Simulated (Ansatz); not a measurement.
**GaP (zincblende type): how the settings move a single-point run**

Question: which choices in the input matter for GaP (zincblende type)?

Computed with Ansatz 0.2.0 (reference: DFT, r2SCAN, PAW with Ansatz's default frozen-core files, scalar-relativistic, unless a step's input says otherwise).

### 1 Starting point

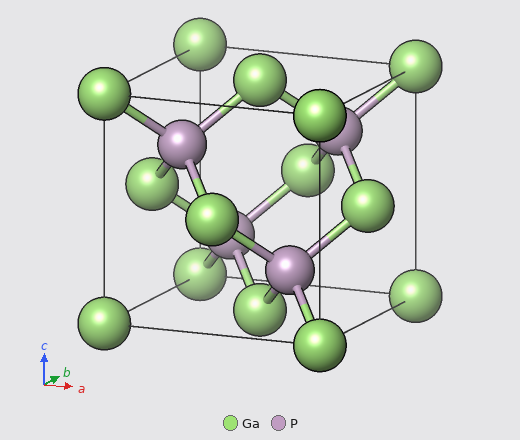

Start, viewed slightly off an axis; gallium green, phosphorus pink. Atoms on the faces are drawn again on the opposite ones. The cell drawn here is the conventional one.

Coordinates:

```cif
data_structure
_symmetry_space_group_name_H-M 'P 1'
_symmetry_Int_Tables_number 1
_cell_length_a 3.3217
_cell_length_b 3.3217
_cell_length_c 3.3217
_cell_angle_alpha 60.000
_cell_angle_beta 60.000
_cell_angle_gamma 60.000
_cell_volume 25.92
loop_
_atom_site_label
_atom_site_type_symbol
_atom_site_fract_x
_atom_site_fract_y
_atom_site_fract_z
_atom_site_occupancy
Ga1 Ga 0.00000 0.00000 0.00000 1
P1 P 0.25000 0.25000 0.25000 1
```

### 2 Baseline

Contents of input.yaml:

```yaml
crystal:
  lattice:
    - [0.0, 2.3488048234, 2.3488048234]
    - [2.3488048234, 0.0, 2.3488048234]
    - [2.3488048234, 2.3488048234, 0.0]
  atoms:
    - { symbol: Ga, position: [0.0, 0.0, 0.0] }
    - { symbol: P, position: [0.25, 0.25, 0.25] }
kpoints:
  mp_grid: { grid: [12, 12, 12] }
scf:
  occupations: { method: fermi_dirac, width: 0.1 }
hamiltonian:
  xc: r2scan
  pseudopotentials: { kind: paw }
output:
  forces: true
  stress: true
  eigenvalues: true
  populations: true
```

Run with:

```
$ ansatz run input.yaml --threads 1 --pin off --max-ram 2048MiB --backend cpu --events-out ev --progress --plain --runs-dir out
```

Excerpt of the output:

```text
[...]
Basis set: ecut = 500 eV, 645 PW (Γ), exchange–correlation on 100×100×100 points (64 copies of the dense FFT grid, shifted against one another)
[...]
k-points: 72 of 1728 (time reversal used)
[...]
SCF iter   1: F=—  HF=-4547.330929 eV  |F-HF|=—  |Δ(HF+E_count)|=         —  Δρ=8.08e-3  dr2=1.51e-2  dr2_τ=4.66e-2  ethr=1.77e-3  ⟨swp⟩=6.2  Hψ=6387  notcnv=0
preconditioner: auto → none  [insulator: Δε(μ)=0.486 eV  Ē_g=18.865 eV  σ=0.100 eV  W_gap=0.83  n_scr=8 (ndim 8)  ℏωp=30.9 eV  f_vac=0.000  D(μ)=0.01/eV (n_scr^D=0)  ε∞_Penn≈3.7]
SCF iter   2: F=—  HF=-4547.379002 eV  |F-HF|=—  |Δ(HF+E_count)|=   4.81e-2  Δρ=3.21e-3  dr2=1.74e-3  dr2_τ=1.22e-4  ethr=8.38e-5  ⟨swp⟩=2.5  Hψ=2523  notcnv=0
[...]
SCF iter   5: F=—  HF=-4547.378127 eV  |F-HF|=—  |Δ(HF+E_count)|=   1.01e-5  Δρ=9.35e-5  dr2=1.65e-6  dr2_τ=3.30e-8  ethr=1.55e-7  ⟨swp⟩=2.9  Hψ=1615  notcnv=0
SCF iter   6: F=-4547.378127 eV  HF=-4547.378127 eV  |F-HF|=1.29e-8  |Δ(HF+E_count)|=   2.48e-7  Δρ=9.00e-6  dr2=7.77e-9  dr2_τ=3.06e-10  ethr=5.56e-10  ⟨swp⟩=5.3  Hψ=5286  notcnv=0
[...]
SCF converged after 6 iterations
Free energy (F): -4547.378127 eV
[...]
E sigma→0 (E₀):  -4547.377875 eV
[...]
Fermi energy:    14.456510 eV
[...]
  P = ⅓ Tr σ = 100.1025 GPa (1001.025 kbar)
[...]
```

Wall time 17 s (1 thread of Intel Xeon at 2.50GHz (Skylake/Cascade Lake), shared host); peak memory 0.41 GiB.

### 3 Changed: ecutwfc 550 eV

Changes to input.yaml since step 2:

```diff
@@ -20 +20,3 @@
   populations: true
+basis:
+  ecutwfc: "550 eV"
```

Run with:

```
$ ansatz run input.yaml --threads 1 --pin off --max-ram 2048MiB --backend cpu --events-out ev --progress --plain --runs-dir out
```

Output:

```text
Engine: ansatz 0.2.0
Pseudopotentials: kind: paw
Pseudopotential: Ga, paw, valence charge 13, recommended cutoff 500 eV (meta_gga)
Pseudopotential: P, paw, valence charge 5, recommended cutoff 500 eV (meta_gga)
Functional definition: r2SCAN
  parameter k0 = 0.174
  parameter k1 = 0.065
  parameter a1 = 4.9479
  exchange = r2scan_x(k0 = k0, k1 = k1, a1 = a1)
  correlation = r2scan_c
Crystal: 2 atoms, lattice volume = 25.916 Å³
Basis set: ecut = 550 eV, 749 PW (Γ), exchange–correlation on 108×108×108 points (64 copies of the dense FFT grid, shifted against one another)
Bands: 13, of which v1, the nominal top of the filled ones, is band 9 counted from 1 (8 counted from 0)
Symmetry: 24 space group operations
Space group: F-43m (ITA 216), of the structure as read, at distance tolerance 3.0e-5 Å
k-points: 72 of 1728 (time reversal used)
Non-local potential: Ga, projectors of the file, l = 0: 2, l = 1: 2, l = 2: 3, l = 3: 1
Non-local potential: P, projectors of the file, l = 0: 2, l = 1: 2, l = 2: 2
PAW form: soft (Blöchl's): semilocal exchange-correlation on the pseudo side does not see the compensation charge
PAW frozen core: Ga, regenerated for the run's functional (the file was generated under x = pbe(κ = 0.804, μ = 0.2195149727645171), c = pbe(β = 0.06672455060314922))
PAW frozen core: P, regenerated for the run's functional (the file was generated under x = pbe(κ = 0.804, μ = 0.2195149727645171), c = pbe(β = 0.06672455060314922))
PAW one-centre angular grid: Ga, 590 points (default); XC on 160 Gauss nodes
PAW one-centre angular grid: P, 302 points (default); XC on 160 Gauss nodes
Initial density: superposition of atomic densities (neutral atoms: chi_scale 0, normalization atom), corrected by the library's trained network
Initial wavefunctions: pseudopotential atomic-orbital guess
Functional: x = r2scan, c = r2scan; τ floored in thin density (d = 2e-4 eV/Å³)
SCF iter   1: F=—  HF=-4547.332134 eV  |F-HF|=—  |Δ(HF+E_count)|=         —  Δρ=8.20e-3  dr2=1.53e-2  dr2_τ=4.66e-2  ethr=1.77e-3  ⟨swp⟩=6.2  Hψ=6407  notcnv=0
preconditioner: auto → none  [insulator: Δε(μ)=0.486 eV  Ē_g=18.865 eV  σ=0.100 eV  W_gap=0.83  n_scr=8 (ndim 8)  ℏωp=30.9 eV  f_vac=0.000  D(μ)=0.01/eV (n_scr^D=0)  ε∞_Penn≈3.7]
SCF iter   2: F=—  HF=-4547.380189 eV  |F-HF|=—  |Δ(HF+E_count)|=   4.81e-2  Δρ=3.15e-3  dr2=1.68e-3  dr2_τ=1.22e-4  ethr=8.51e-5  ⟨swp⟩=2.5  Hψ=2538  notcnv=0
SCF iter   3: F=—  HF=-4547.379207 eV  |F-HF|=—  |Δ(HF+E_count)|=   9.82e-4  Δρ=1.65e-3  dr2=3.52e-4  dr2_τ=1.27e-5  ethr=9.32e-6  ⟨swp⟩=2.0  Hψ=1713  notcnv=0
SCF iter   4: F=—  HF=-4547.379352 eV  |F-HF|=—  |Δ(HF+E_count)|=   1.45e-4  Δρ=3.22e-4  dr2=2.63e-5  dr2_τ=7.89e-7  ethr=1.96e-6  ⟨swp⟩=2.0  Hψ=1268  notcnv=0
SCF iter   5: F=—  HF=-4547.379342 eV  |F-HF|=—  |Δ(HF+E_count)|=   9.72e-6  Δρ=9.11e-5  dr2=1.59e-6  dr2_τ=3.24e-8  ethr=1.46e-7  ⟨swp⟩=3.0  Hψ=1673  notcnv=0
SCF iter   6: F=-4547.379343 eV  HF=-4547.379342 eV  |F-HF|=1.33e-8  |Δ(HF+E_count)|=   2.41e-7  Δρ=9.05e-6  dr2=8.03e-9  dr2_τ=3.52e-10  ethr=5.56e-10  ⟨swp⟩=5.2  Hψ=5252  notcnv=0
SCF 1 converged in 6 iterations: F = -4547.379343 eV  dr2 = 8.03e-9
SCF converged after 6 iterations
Free energy (F): -4547.379343 eV
Harris-Foulkes:  -4547.379342 eV  (|F-HF|=1.33e-8)
Internal energy: -4547.378837 eV  (E = F + TS)
E sigma→0 (E₀):  -4547.379090 eV
Entropy (-TS):   -0.000505 eV (-0.253 meV/atom)
Fermi energy:    14.456003 eV
--- Per-component energies (eV) ---
  E_band       = 28.938929
  E_kinetic    = 204.847714
  E_local      = -1885.196961  (includes V_loc(G=0)·N_el)
  E_nonlocal   = 460.015622
  E_hartree    = 900.825726
  E_xc         = -130.672777
  E_vxc        = -138.495685  (∫ρ·V_xc dr)
  E_paw        = -2573.430458  (= ΣΔE_a)
  E_vpaw       = -420.591268  (= ΣTr[D̂ρ^β])
  E_aug_tail   = 0.000003  (compensation charges beyond the density's cutoff)
  E_vtau       = 6.708071  (kinetic-family band-sum trace: ∫τ·v_τ [+ j·A + Jᵃ·Aᵃ] dr)
  E_ewald      = -1523.023794
  E_core_change = -0.743912  (= ΣΔE_core)
  E_smearing   = -0.000505  (= −TS)
  E_closure    = -0.000000  (closes the sum)
  Σ components = -4547.379343   (vs F -4547.379343, Δ=0.00e0)
--- Forces (eV/Å), atoms counted from 1 ---
  atom   1  Ga     0.00000000     0.00000000    -0.00000000
  atom   2  P     -0.00000000     0.00000000     0.00000000
  max |Σ_I F_I| component: 1.76e-16 eV/Å
--- Stress (GPa, compression-positive) ---
      100.102637      -0.000000      -0.000000
       -0.000000     100.102637       0.000000
       -0.000000       0.000000     100.102637
  P = ⅓ Tr σ = 100.1026 GPa (1001.026 kbar)
--- Band table (eV; the first three rows and the last of 72) ---
  k-point 0: bands = ["-3.4023", "-2.6306", "-2.6306", "-2.6306", "-2.2763", "-2.2763", "14.2004", "14.2004", "14.2004", "17.7271", "17.7271", "17.7271", "20.5519"]
  k-point 1: bands = ["-3.3178", "-2.6221", "-2.6221", "-2.5819", "-2.2769", "-2.2769", "13.0330", "13.9457", "13.9457", "18.0637", "18.0656", "18.0656", "21.0941"]
  k-point 2: bands = ["-3.1546", "-2.6002", "-2.6002", "-2.3460", "-2.2770", "-2.2770", "10.8537", "13.4137", "13.4137", "18.1273", "18.7200", "18.7200", "22.4124"]
  k-point 71: bands = ["-3.0127", "-2.4761", "-2.4414", "-2.3345", "-2.2487", "2.7962", "4.7686", "7.6476", "7.6526", "19.1057", "20.3625", "21.0540", "21.6443"]
--- Löwdin populations: 2 sites ---
  site symbol       q [e]
     0     Ga     13.0344
     1      P      4.8877
  spilling = 0.004329 (of n_electrons = 18.000000)
```

Wall time 18 s (1 thread of Intel Xeon at 2.50GHz (Skylake/Cascade Lake), shared host); peak memory 0.44 GiB.

Changing the cutoff moves the energy by -0.6 meV/atom. More plane waves (550 against 500 eV) lower the energy, so the reference carries at least that much basis error.

### 4 Side by side

| run | ending | energy change | pressure (GPa) | gap (eV) | force (eV/Å) | cycles | time |
| --- | --- | --- | --- | --- | --- | --- | --- |
| reference | converged | 0 | 100.1 | 0.57 | 0.00 | 6 | 17 s |
| 1: ecutwfc 550 eV | converged | -0.6 meV/atom | 100.1 | 0.57 | 0.00 | 6 | 18 s |

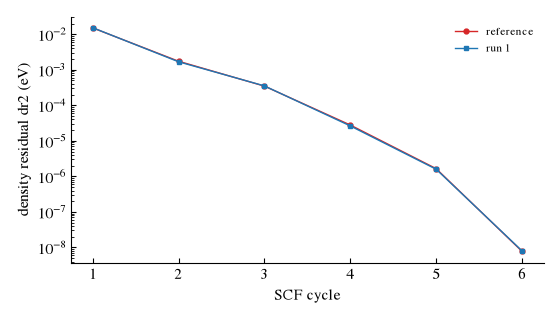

Residual by cycle in the longest SCF loop of each run; runs are numbered as in the table.

**Reading.** Changing the cutoff moves the energy by -0.6 meV/atom. The structure is not at rest: the sound run finds 100 GPa, so these are no properties of the relaxed crystal. 
